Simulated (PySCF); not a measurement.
ClH₆NSi, SMILES `Cl.[SiH3]N`.

Method: TPSS/6-31+G*; geometry: GFN2-xTB; program: PySCF. GFN2-xTB bond lengths at metals and heavier atoms can be off by up to 0.1 Å and shapes distorted, which carries into these values.

Coordinates in Å:

```
Cl1     -2.3323   -0.0352    0.0016
H2      -1.2477   -0.6622   -0.2667
Si3      1.7054   -0.5152    0.0098
N4       1.3675    1.1688    0.0435
H5       3.0261   -0.6454   -0.5953
H6       1.6445   -0.9585    1.3983
H7       0.7312   -1.3191   -0.7696
H8       0.5712    1.5019    0.5623
H9       1.4762    1.7118   -0.7974
```

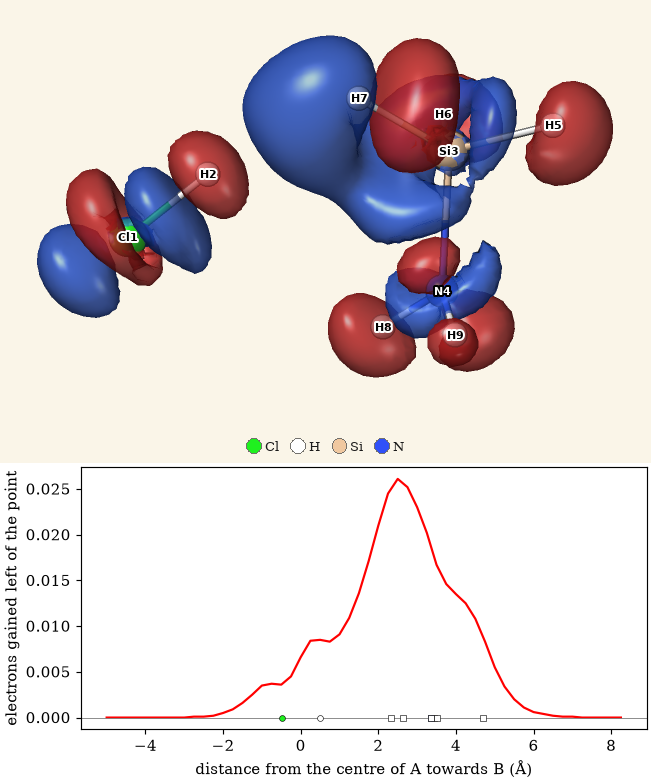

Density of the complex less the densities of the two fragments at the same geometry, ±0.002 e/Å³ (blue: gain, red: loss). Fragment A: HCl (atoms 1–2); fragment B: SiH5N. Below: the charge-displacement curve along the line of centres (A on the left).

**How is the density rearranged on binding?**

Hirshfeld charges show 0.011 e passing from B to A. By Hirshfeld charges, electrons gather most on Cl1 (−0.011 e) and leave H5 most (+0.006 e); 0.05 e is displaced in all, which induces a dipole of 0.40 D.

**What is the interaction energy, and which contacts carry it?**

The counterpoise-corrected interaction energy of the frozen fragments is −0.8 kcal/mol without dispersion correction and −2.3 kcal/mol with D3(BJ). The pair geometry is semi-empirical, not a minimum at this level. Contacts: H2···H7, H···H contact, 2.15 Å, ρ = 0.009 a.u. The pose is a local one from a semi-empirical search, not shown to be the most stable.
